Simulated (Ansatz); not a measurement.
# r2SCAN0/6-31G run of SiH4 (silane)

Aim: the energy change on altering one bond length of SiH4 (silane) at r2SCAN0/6-31G, from 2 runs. 

Program for the calculation: Ansatz 0.2.0.

53 further runs of the same task are left out: 2 that didn't finish, 51 set aside as unsound or not needed.

## Step 1: The structure to begin with

The species is SiH4 (5 atoms), meant as a singlet with charge 0. As SMILES, `[SiH4]`. The shape is that of a PBE0-D4/def2-TZVP optimisation.

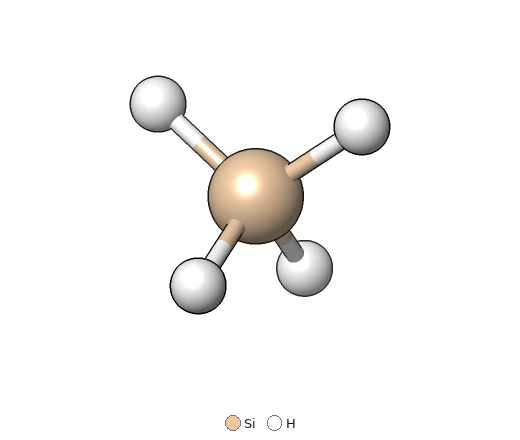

The structure, seen from a chosen angle (silicon light orange, hydrogen white).

## Step 2: A single-point energy at r2SCAN0/6-31G

Input file in.yaml:

```yaml
basis:
  gaussian:
    orbitals: 6-31G
crystal:
  periodic: [false, false, false]
  atoms:
    - {symbol: Si, position_ang: [-0.000000, 0.000000, -0.000100]}
    - {symbol: H, position_ang: [0.967600, -0.688400, 0.890900]}
    - {symbol: H, position_ang: [-1.331000, 0.044900, 0.656000]}
    - {symbol: H, position_ang: [-0.105100, -0.740300, -1.282600]}
    - {symbol: H, position_ang: [0.468500, 1.383800, -0.264200]}
hamiltonian:
  xc: {name: r2SCAN0}
accuracy: high
```

Started as:

```
$ ansatz run in.yaml --threads 1 --pin off --max-ram 2610MiB --events-out events.jsonl --progress --plain --runs-dir runs
```

Log:

```text
Warning: RAYON_NUM_THREADS=1 ignored (pool sized by the plan → 1); use --threads N
Functional definition: r2SCAN0
  name "r2SCAN0"
  parameter a = 0.25
  parameter k0 = 0.174
  parameter k1 = 0.065
  parameter a1 = 4.9479
  exchange = (1 - a)*r2scan_x(k0 = k0, k1 = k1, a1 = a1) + a*exact_x
  correlation = r2scan_c
483 factors; integrals over basis functions are off by at most 2.8e-9 eV
mean field evaluation 1: about -7939.8796 eV, gradient 3.8e0 eV
mean field evaluation 2: about -7939.9357 eV, gradient 1.2e0 eV
mean field evaluation 4: about -7939.9412 eV, gradient 7.8e-3 eV
mean field evaluation 8: about -7939.9378 eV, gradient 5.4e-5 eV
mean field -7939.93779121 eV, -291.7873319437 hartree, gradient 9.1e-10 eV, S^2 0.000000; 0 other end points of the search recorded, 0 dependent functions left out
reference -7939.93779174 eV, -291.7873319634 hartree; 9, 9 occupied and 12, 12 virtual orbitals, 483 factors
Total energy: -7939.93779174 eV, -291.7873319634 hartree
```

Run time: 1.9 s. Hardware: 1 thread of Arm Neoverse V1, shared host; peak memory 0.12 GiB.

## Step 3: The distorted shape, same level

Input file molecule.yaml:

```yaml
crystal:
  periodic: [false, false, false]
  atoms:
    - symbol: Si
      position_ang: [-0.241871, 0.172079, -0.222823]
    - symbol: H
      position_ang: [0.967600, -0.688400, 0.890900]
    - symbol: H
      position_ang: [-1.572871, 0.216979, 0.433277]
    - symbol: H
      position_ang: [-0.346971, -0.568221, -1.505323]
    - symbol: H
      position_ang: [0.226629, 1.555879, -0.486923]
basis:
  gaussian: {orbitals: 6-31G}
total_charge: 0
hamiltonian: {xc: {name: r2SCAN0}}
accuracy: high
```

Started as:

```
$ ansatz run molecule.yaml --threads 1 --pin off --max-ram 2610MiB --events-out events.jsonl --progress --plain --runs-dir runs
```

Log:

```text
Warning: RAYON_NUM_THREADS=1 ignored (pool sized by the plan → 1); use --threads N
Functional definition: r2SCAN0
  name "r2SCAN0"
  parameter a = 0.25
  parameter k0 = 0.174
  parameter k1 = 0.065
  parameter a1 = 4.9479
  exchange = (1 - a)*r2scan_x(k0 = k0, k1 = k1, a1 = a1) + a*exact_x
  correlation = r2scan_c
480 factors; integrals over basis functions are off by at most 2.8e-9 eV
mean field evaluation 1: about -7939.1776 eV, gradient 3.2e0 eV
mean field evaluation 2: about -7939.2170 eV, gradient 1.1e0 eV
mean field evaluation 4: about -7939.2231 eV, gradient 1.7e-2 eV
mean field evaluation 8: about -7939.2183 eV, gradient 4.1e-5 eV
mean field -7939.21833765 eV, -291.7608925133 hartree, gradient 1.3e-8 eV, S^2 0.000000; 0 other end points of the search recorded, 0 dependent functions left out
reference -7939.21833819 eV, -291.7608925331 hartree; 9, 9 occupied and 12, 12 virtual orbitals, 480 factors
Total energy: -7939.21833819 eV, -291.7608925331 hartree
```

Wall time 1.9 s (1 thread of Arm Neoverse V1, shared host); peak memory 0.12 GiB.

## Step 4: Outcome

At r2SCAN0/6-31G:

| quantity | value |
| --- | --- |
| first shape: total energy | -291.78733 Eh |
| distorted shape: total energy | -291.76089 Eh |
| energy change with the Si1–H2 bond stretched from 1.485 to 1.856 Å | 0.719 eV |

In words: With the Si1–H2 bond stretched from 1.485 to 1.856 Å the energy rises by 0.72 eV (16.6 kcal/mol). The first shape isn't relaxed at this level, so the change isn't measured from a minimum.
